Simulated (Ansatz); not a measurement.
# CsNaCaH4 (built on the sites of a database entry of Cs2CaH4): following an unstable mode

Which phase does CsNaCaH4 (built on the sites of a database entry of Cs2CaH4) fall into along its unstable mode, and how much energy does it gain?

Calculated with Ansatz 0.2.0; DFT PBE+D3(BJ), scalar-relativistic, plane waves, PAW.

## (1) The starting structure

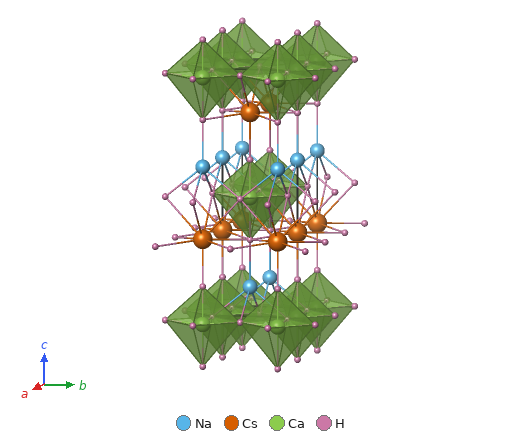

The cell as given, slightly off an axis (sodium blue, caesium orange, calcium green, hydrogen pink). 2×1×1 cells are drawn. This picture shows the conventional cell, with its axes. Some periodic images of atoms are drawn too.

## (2) The mode frozen in, largest atomic shift 0 Å

The mode followed lies at Γ with frequency 218.6i cm⁻¹ and is 2-fold degenerate, one of the unstable modes though not the softest. At small amplitude the distorted cell has space group no. 1 by a symmetry search on the positions. The undistorted cell that holds it gives the zero of energy on the same k mesh.

Input file input.yaml:

```yaml
crystal:
  lattice:
    - [-2.1944327844, 2.1944327844, 7.0405900667]
    - [2.1944327844, -2.1944327844, 7.0405900667]
    - [2.1944327844, 2.1944327844, -7.0405900667]
  atoms:
    - { symbol: Na, position: [0.6392962427, 0.6392962427, 0.0] }
    - { symbol: Cs, position: [0.3461629923, 0.3461629923, 0.0] }
    - { symbol: Ca, position: [0.0010335969, 0.0010335969, 0.0] }
    - { symbol: H, position: [0.830625601, 0.830625601, 0.0] }
    - { symbol: H, position: [0.154707853, 0.154707853, 0.0] }
    - { symbol: H, position: [0.014086857, 0.514086857, 0.5] }
    - { symbol: H, position: [0.514086857, 0.014086857, 0.5] }
kpoints:
  mp_grid: { grid: [8, 8, 8] }
hamiltonian:
  xc: pbe
  dispersion: d3bj
scf:
  occupations: { method: gaussian, width: 0.02 }
output:
  forces: true
  stress: true
  eigenvalues: true
```

Run with:

```bash
$ ansatz run input.yaml --threads 8 --pin off --max-ram 14336MiB --backend cpu --events-out ev --progress --plain --runs-dir out
```

Numbers of over 12 decimals in the logs are rounded to 6 here.

Log:

```text
[...]
k-point 0: bands = [... 12 lower, -0.8278, 1.2948, 1.3289, 2.2179, 7.0262, 7.1419, 7.8988, 7.8988, ... 2 higher]
  k-point 1: bands = [... 12 lower, -0.5718, 1.3595, 1.4938, 2.2894, 6.2974, 6.9632, 7.4352, 7.8190, ... 2 higher]
  k-point 2: bands = [... 12 lower, 0.0786, 1.4237, 1.7017, 2.4167, 5.5611, 6.7796, 6.7950, 7.2159, ... 2 higher]
  k-point 58: bands = [... 12 lower, -0.4073, 0.9997, 1.3220, 1.8080, 7.3418, 7.7383, 7.7383, 8.1504, ... 2 higher]
[key lines of the parts left out:]
SCF converged after 6 iterations
Free energy (F): -9040.006359 eV
Fermi energy:    3.818496 eV
P = ⅓ Tr σ = -0.0006 GPa (-0.006 kbar)
```

Elapsed: 1.8 s, on 8 threads of Arm Neoverse V2, shared host; peak memory 0.53 GiB; 13 s of CPU time.

This step gave:

- pressure: -6.06e-4 GPa
- gap on the k-mesh: 2.803 eV
- volume per atom: 19.37 Å³
- energy from the undistorted cell: 0 meV/atom

At this level the gap is 2.80 eV on the k-mesh of the self-consistent run, which can miss the band edges.

## (3) The mode frozen in, largest atomic shift 0.6 Å

The atoms are moved along the unstable eigenvector, the largest shift by 0.6 Å, with the cell fixed.

input.yaml, the sections that differ from step 2:

```yaml
crystal:
  lattice:
    - [-2.1944327844, 2.1944327844, 7.0405900667]
    - [2.1944327844, -2.1944327844, 7.0405900667]
    - [2.1944327844, 2.1944327844, -7.0405900667]
  atoms:
    - { symbol: Na, position: [0.6284172236, 0.6270816495, -0.0230936122] }
    - { symbol: Cs, position: [0.346203316, 0.3462082663, 8.55977e-05] }
    - { symbol: Ca, position: [0.0048208647, 0.0052858126, 0.0080394835] }
    - { symbol: H, position: [0.8383763929, 0.839327927, 0.0164531178] }
    - { symbol: H, position: [0.2456335765, 0.2567961679, 0.1930140383] }
    - { symbol: H, position: [0.0004758702, 0.5221230229, 0.4944251791] }
    - { symbol: H, position: [0.5212443285, -0.0011950968, 0.4918755176] }
# kpoints, hamiltonian, scf, output: as in step 2
```

Log:

```text
[...]
Crystal: 7 atoms, lattice volume = 135.617 Å³
Basis set: ecut = 420 eV, 2703 PW (Γ), FFT grids on a1+a3, a2+a3, a3, exchange–correlation on 60×60×108 points (8 copies of the dense FFT grid, shifted against one another)
Bands: 23, of which v1, the nominal top of the filled ones, is band 16 counted from 1 (15 counted from 0)
Symmetry: 1 space group operations
[...]
k-point 0: bands = [... 12 lower, -0.8424, 1.3204, 1.3422, 2.2081, 6.9352, 7.1382, 7.8814, 7.9177, ... 2 higher]
  k-point 1: bands = [... 12 lower, -0.5873, 1.3722, 1.5203, 2.2693, 6.3108, 6.9577, 7.4037, 7.8441, ... 2 higher]
  k-point 2: bands = [... 12 lower, 0.0572, 1.4358, 1.7351, 2.3730, 5.6420, 6.7634, 6.7707, 7.2247, ... 2 higher]
  k-point 259: bands = [... 12 lower, -0.4279, 0.9772, 1.3349, 1.8834, 7.1906, 7.3524, 7.7211, 8.2198, ... 2 higher]
[key lines of the parts left out:]
SCF converged after 6 iterations
Free energy (F): -9040.030719 eV
Fermi energy:    3.840440 eV
P = ⅓ Tr σ = -0.1264 GPa (-1.264 kbar)
```

Wall time 7.3 s (8 threads); peak memory 0.94 GiB; 57 s of CPU time.

Numbers from this step:

```
pressure                         : -0.1264 GPa
gap on the k-mesh                : 2.652 eV
energy from the undistorted cell : -3.48 meV/atom
```

The energy, extrapolated to zero smearing, is -3.48 meV/atom against the undistorted cell.

The run ends at a pressure of -0.13 GPa, with forces up to 0.26 eV/Å.

## (4) Energy along the mode, all amplitudes (two of the runs are shown above)

An imaginary frequency means negative curvature, so the energy should fall and then rise again as anharmonic terms take over.

Numbers from this step:

```yaml
depth_at_the_lowest_point_sampled: 3.48 meV/atom
largest_atomic_shift_at_that_point: 0.6 Å
```

Energy from the parent against largest shift of an atom, one sign:

| largest shift of an atom, one sign (Å) | energy from the parent (meV/atom) |
| --- | --- |
| 0.000 | 0 |
| 0.040 | -0.029 |
| 0.080 | -0.115 |
| 0.140 | -0.347 |
| 0.220 | -0.827 |
| 0.320 | -1.63 |
| 0.450 | -2.76 |
| 0.600 | -3.48 |

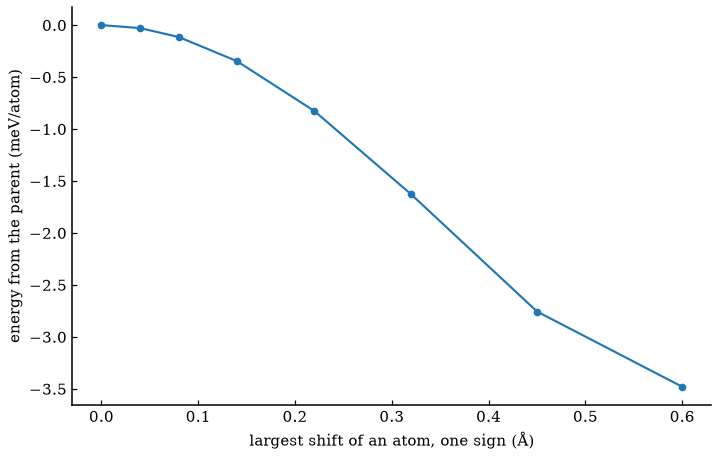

Energy from the parent, plotted against largest shift of an atom, one sign.

Displacement at unit largest shift by atom:

| atom | x (Å) | y (Å) | z (Å) | size |
| --- | --- | --- | --- | --- |
| Na1 | -0.09 | -0.08 | 0.00 | 0.12 |
| Cs2 | 0.00 | 0.00 | 0.00 | 0.00 |
| Ca3 | 0.03 | 0.03 | 0.00 | 0.04 |
| H4 | 0.06 | 0.06 | 0.00 | 0.09 |
| H5 | 0.75 | 0.67 | 0.00 | 1.00 |
| H6 | 0.06 | -0.10 | 0.00 | 0.12 |
| H7 | -0.11 | 0.05 | 0.00 | 0.12 |

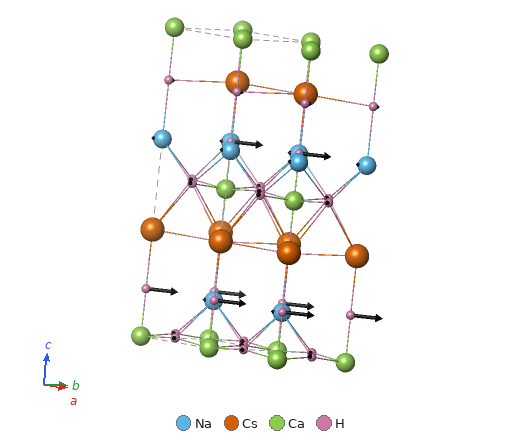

Displacement at unit largest shift as arrows, the longest 1.00 Å. 2×1×1 conventional cells are drawn. Some periodic images of atoms are drawn too.

The lowest of the steps tried is the last one, at 0.6 Å, 3.48 meV/atom below the parent; the bottom of the well need not coincide with a step.

[end of part 1 of 2]

[Logs are printed without paths, hosts, clocks, repeated set-up lines and the standing remarks that a program may print on its own settings, such as how far it seeks lower states.]

[Hosts, paths, dates, database ids (printed as entryN), source tags and the programs' standing remarks are cut or masked in the printed files.]
